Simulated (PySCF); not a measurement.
SMILES c1cc(OCCO)ccc1C=C at its GFN2-xTB optimised geometry (Å):

```
24

C     -1.1712     4.2172     0.0184
C     -1.6343     2.9725     0.0035
C     -0.8491     1.7464     0.0025
C      0.5488     1.7296     0.0042
C      1.2442     0.5433     0.0031
C      0.5704    -0.6808     0.0000
O      1.3562    -1.7908     0.0069
C      0.7427    -3.0590    -0.0375
C      1.8430    -4.1112    -0.1493
O      2.1759    -4.2674    -1.5085
C     -0.8203    -0.6808     0.0000
C     -1.5081     0.5185     0.0000
H     -1.8384     5.0620     0.0178
H     -0.1202     4.4489     0.0318
H     -2.7066     2.8161    -0.0086
H      1.0984     2.6577     0.0048
H      2.3229     0.5303     0.0025
H      0.1550    -3.2291     0.8752
H      0.0916    -3.1469    -0.9156
H      2.7066    -3.7731     0.4361
H      1.4780    -5.0620     0.2664
H      2.9803    -4.7903    -1.5835
H     -1.3767    -1.6051     0.0005
H     -2.5891     0.4989    -0.0009
```

Computed with CAM-B3LYP/def2-SVP (PySCF). Cells within 0.4 Å of a nucleus heavier than hydrogen are left out (blank, or x).

Map of the Laplacian of the electron density (e/bohr⁵), clipped to [-1.50, 1.50] on the plane z = 0.0 Å:

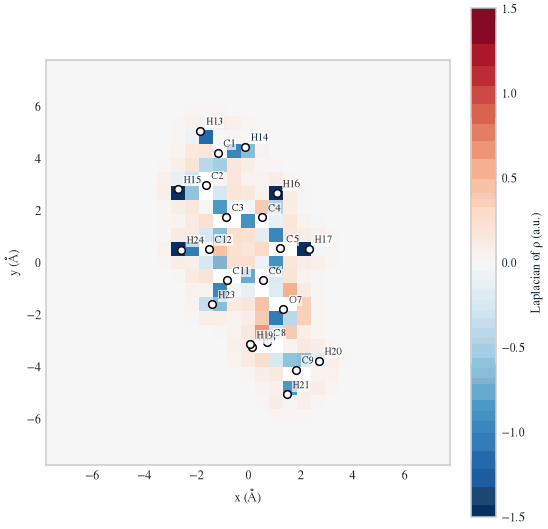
Figure: Laplacian of the electron density (e/bohr⁵), clipped to [-1.50, 1.50] on the plane z = 0.0 Å.
